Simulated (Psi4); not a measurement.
# SbCl2 (SMILES [Cl][Sb][Cl]) at UTPSS/def2-SVPD (core potential)

Aim: the vertical doublet–quartet gap of SbCl2 at UTPSS/def2-SVPD (core potential), from 2 runs. 

The calculation is run with Psi4 1.11.

1 further run of the same task is left out (it didn't finish).

### 1 The structure to begin with

SbCl2 has 3 atoms, charge 0, and is taken as a doublet. As SMILES, `[Cl][Sb][Cl]`. Geometry: relaxed at PBE0-D4/def2-TZVP.

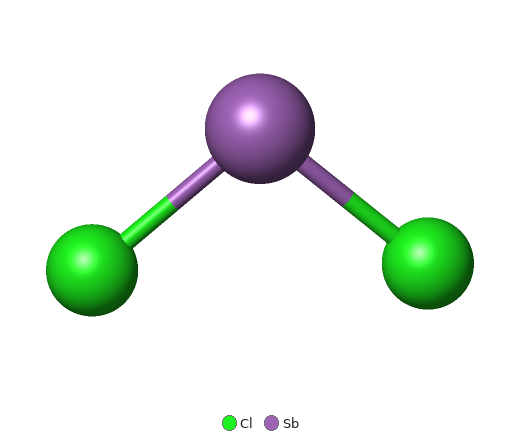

Viewed from a chosen angle; chlorine green, antimony purple.

### 2 A single-point energy at UTPSS/def2-SVPD (core potential)

File cl2sb.in:

```
memory 1600 mb

molecule mol {
  0 2
  Cl
  Sb 1 R2
  Cl 2 R3 1 A3

  R2 = 2.336651
  R3 = 2.336696
  A3 = 98.57713
  units angstrom
  symmetry c1
}

set {
  basis                def2-SVPD
  reference            uks
  puream               true
  e_convergence        1e-09
  d_convergence        1e-08
  scf_type             pk
  dft_radial_points    99
  dft_spherical_points 590
  maxiter              200
}

result, w = energy('tpss', return_wfn=True)
oeprop(w, 'DIPOLE', 'WIBERG_LOWDIN_INDICES', 'MULLIKEN_CHARGES')
print_variables()
```

Started as:

```bash
$ psi4 -i cl2sb.in -o cl2sb.out -n 1
```

cl2sb.out:

```text
[...]
    !!!  WARNING: ECP capability is in beta. Please check occupations closely.  !!!
[...]
  Running in c1 symmetry.
[...]
  Nuclear repulsion =  220.268168412863190
[...]
  Multiplicity = 2
[...]
  Nalpha       = 29
  Nbeta        = 28
[...]
    Number of basis functions: 86
[...]
   @UKS iter   1: -1159.88971350133579   -6.42533e-01   1.00727e-02 DIIS/ADIIS
[...]
   @UKS iter  13: -1160.38788861922694   -1.59162e-12   4.75212e-09 DIIS
[...]
   @S^2 Observed:                7.525510407E-01
[...]
    Orbital Energies [Eh]
    ---------------------
    Alpha Occupied:
       1A   -100.988039     2A   -100.988033     3A     -9.258927
       4A     -9.258918     5A     -7.043621     6A     -7.043612
       7A     -7.037144     8A     -7.037137     9A     -7.036476
      10A     -7.036469    11A     -5.598120    12A     -3.859826
      13A     -3.856753    14A     -3.852243    15A     -1.280294
      16A     -1.278290    17A     -1.274351    18A     -1.271792
      19A     -1.271787    20A     -0.782004    21A     -0.759884
      22A     -0.532892    23A     -0.375871    24A     -0.342087
      25A     -0.330493    26A     -0.304934    27A     -0.297492
      28A     -0.294474    29A     -0.197674
    Alpha Virtual:
[...]
  @UKS Final Energy: -1160.38788861922694
   => Energetics <=
    Nuclear Repulsion Energy =            220.2681684128631900
    One-Electron Energy =               -2129.0524267695391245
    Two-Electron Energy =                 824.2161009374229934
    DFT Exchange-Correlation Energy =     -75.8197311999739014
    Empirical Dispersion Energy =           0.0000000000000000
    VV10 Nonlocal Energy =                  0.0000000000000000
    Total Energy =                      -1160.3878886192269420
[...]
 Multipole Moments:
 ------------------------------------------------------------------------------------
     Multipole            Electronic (a.u.)      Nuclear  (a.u.)        Total (a.u.)
 ------------------------------------------------------------------------------------
 L = 1.  Multiply by 2.5417464519 to convert [e a0] to [Debye]
 Dipole X            :        -29.3670547           28.6239258           -0.7431288
 Dipole Y            :        -25.2691830           24.6298437           -0.6393393
 Dipole Z            :          0.0000000            0.0000000            0.0000000
 Magnitude           :                                                    0.9803036
[...]
  Mulliken Charges: (a.u.)
   Center  Symbol    Alpha    Beta     Spin     Total
       1    CL     8.76953  8.73238  0.03715 -0.50191
       2    SB    11.46094 10.53524  0.92571  1.00382
       3    CL     8.76953  8.73238  0.03714 -0.50191
   Total alpha = 29.00000, Total beta = 28.00000, Total charge = -0.00000
  Wiberg Bond Indices using Orthogonal Lowdin Orbitals:
  Total Bond Index:
  Irrep: 1 Size: 3 x 3
[...]
```

It took 19 s on 1 thread of Intel Xeon 6975P-C (Granite Rapids), shared host; peak memory 0.73 GiB.

### 3 The quartet: energy and gradient at UTPSS/def2-SVPD (core potential)

File job.inp:

```
memory 1600 mb

molecule molecule1 {
  0 4
  Cl
  Sb 1 R2
  Cl 2 R3 1 A3

  R2 = 2.336651
  R3 = 2.336696
  A3 = 98.57713
  symmetry c1
}

set basis def2-SVPD
set reference uks
set puream true
set e_convergence 1e-09
set d_convergence 1e-08
set scf_type pk
set dft_radial_points 99
set dft_spherical_points 590
set maxiter 200

e_tot, wfn = gradient("tpss", return_wfn=True)
oeprop(wfn, "DIPOLE", "LOWDIN_CHARGES", "MULLIKEN_CHARGES", title="TPSS")
print_variables()
```

Started as:

```bash
$ psi4 -i job.inp -o job.out -n 1
```

job.out (excerpt; [...] marks lines left out):

```text
[...]
    !!!  WARNING: ECP capability is in beta. Please check occupations closely.  !!!
[...]
  Running in c1 symmetry.
[...]
  Nuclear repulsion =  220.268168412863190
[...]
  Multiplicity = 4
[...]
  Nalpha       = 30
  Nbeta        = 27
[...]
    Number of basis functions: 86
[...]
   @UKS iter   1: -1159.49213601496604   -2.44956e-01   1.15385e-02 DIIS/ADIIS
[...]
   @UKS iter  18: -1160.20866223975645   -6.82121e-13   4.24284e-09 DIIS
[...]
   @S^2 Observed:                3.755629571E+00
[...]
  @UKS Final Energy: -1160.20866223975645
   => Energetics <=
    Nuclear Repulsion Energy =            220.2681684128631900
    One-Electron Energy =               -2128.2401247808616063
    Two-Electron Energy =                 823.5710799445439534
    DFT Exchange-Correlation Energy =     -75.8077858163020011
    Empirical Dispersion Energy =           0.0000000000000000
    VV10 Nonlocal Energy =                  0.0000000000000000
    Total Energy =                      -1160.2086622397564497
[...]
  -Total Gradient:
     Atom            X                  Y                   Z
    ------   -----------------  -----------------  -----------------
       1       -0.009371145468    -0.050925235852    -0.000000000000
       2        0.061278291226     0.052625181786     0.000000000001
       3       -0.051855716544    -0.001655724152    -0.000000000001
[...]
 Multipole Moments:
 ------------------------------------------------------------------------------------
     Multipole            Electronic (a.u.)      Nuclear  (a.u.)        Total (a.u.)
 ------------------------------------------------------------------------------------
 L = 1.  Multiply by 2.5417464519 to convert [e a0] to [Debye]
 Dipole X            :        -28.8844390           28.6239258           -0.2605132
 Dipole Y            :        -24.8542118           24.6298437           -0.2243680
 Dipole Z            :          0.0000000            0.0000000            0.0000000
 Magnitude           :                                                    0.3438141
[...]
  Mulliken Charges: (a.u.)
   Center  Symbol    Alpha    Beta     Spin     Total
       1    CL     8.90747  8.48597  0.42151 -0.39344
       2    SB    12.18480 10.02836  2.15644  0.78685
       3    CL     8.90773  8.48568  0.42205 -0.39341
[...]
```

Wall time 27 s (1 thread of Intel Xeon 6975P-C (Granite Rapids), shared host); peak memory 0.73 GiB.

### 4 Results

Level: UTPSS/def2-SVPD (core potential).

```
                                        quantity           value
                           doublet: total energy  -1160.38789 Eh
                          doublet: dipole moment          2.49 D
     doublet: HOMO energy (highest over α and β)        -5.38 eV
      doublet: LUMO energy (lowest over α and β)        -4.16 eV
                                   doublet: ⟨S²⟩           0.753
                           quartet: total energy  -1160.20866 Eh
                          quartet: dipole moment          0.87 D
     quartet: HOMO energy (highest over α and β)        -3.27 eV
                                   quartet: ⟨S²⟩           3.756
               quartet: largest force on an atom      4.154 eV/Å
vertical energy of the quartet above the doublet        4.877 eV
```

In words: At this shape the quartet lies 4.88 eV (471 kJ/mol) above the doublet. Mulliken charges (quartet) run from -0.39 on Cl1 to +0.79 on Sb2; in a basis this large or diffuse they mean little.
